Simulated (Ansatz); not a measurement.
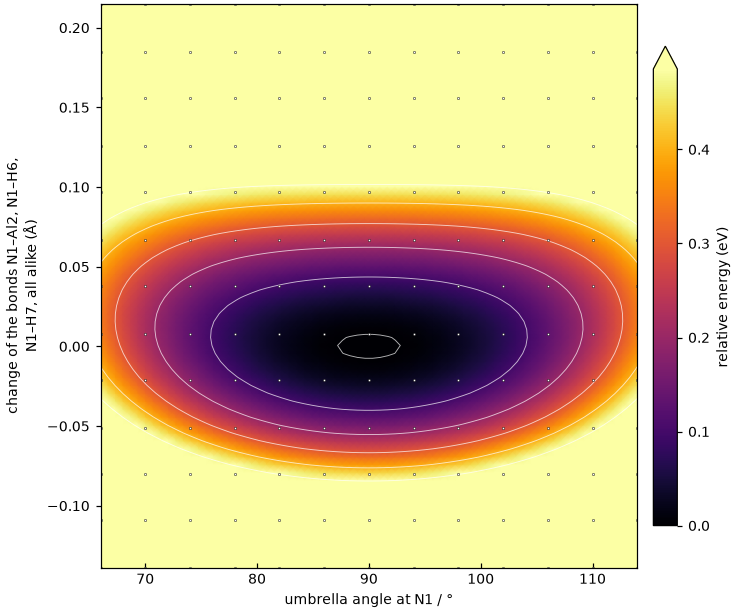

CH₃AlBrNS, SMILES [NH2][Al]([Br])[CH]=S. The first coordinate is: umbrella angle at N1 (between each of its bonds and their common axis; 90 is planar); the second: change of the bonds N1–Al2, N1–H6, N1–H7, all alike. Nothing is relaxed (all other coordinates rigid). The grid has 13 × 13 points; 167 points were computed and 2 follow by symmetry. Points are written as (first, second). All energies are given in eV relative to the lowest grid point. Level of theory: Ansatz 0.2.0, RKS r2SCAN-D4/def2-SVP.

The picture shows a smooth colour map with a few white contour lines, dots at the grid points, one colour for all values above the top of the scale. Between grid points the surface is interpolated.

Question: Estimate the position of the minimum and the force constants in these coordinates.

Answer: The interpolated minimum is at the first coordinate ≈ 90.0°, the second coordinate ≈ 0.000 Å. The curvatures there are about 3.1 eV/rad² and 119 eV/Å², with a cross term of about 0 eV/(rad·Å). Round the minimum the two coordinates are nearly uncoupled.
